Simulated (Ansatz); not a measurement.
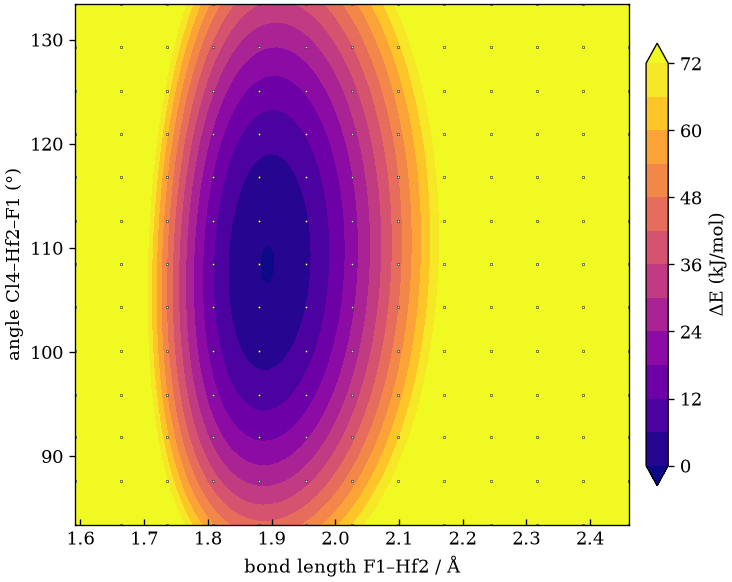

BrCl₂FHf, SMILES [F][Hf]([Cl])([Cl])[Br]. 
- The first coordinate is: bond length F1–Hf2; the second: angle Cl4–Hf2–F1.
- Nothing is relaxed (all other coordinates rigid).
- The scan uses a 13 × 13 grid.
- Energies: kJ/mol, counted from the lowest grid point.
- All numbers below come from RHF/def2-SVP in Ansatz.

In the figure: filled contours, dots at the grid points, one colour for all values above the top of the scale. Between grid points the surface is interpolated.

> Where is the minimum, and how stiff is the well along each coordinate?

The interpolated minimum is at bond length F1–Hf2 ≈ 1.894 Å, angle Cl4–Hf2–F1 ≈ 108.4°. The curvatures there are about 31 eV/Å² and 3.8 eV/rad², with a cross term of about −0.9 eV/(Å·rad). Round the minimum the two coordinates are weakly coupled (coupling −0.08 in units of the two stiffnesses). (1 eV is 96.5 kJ/mol.)
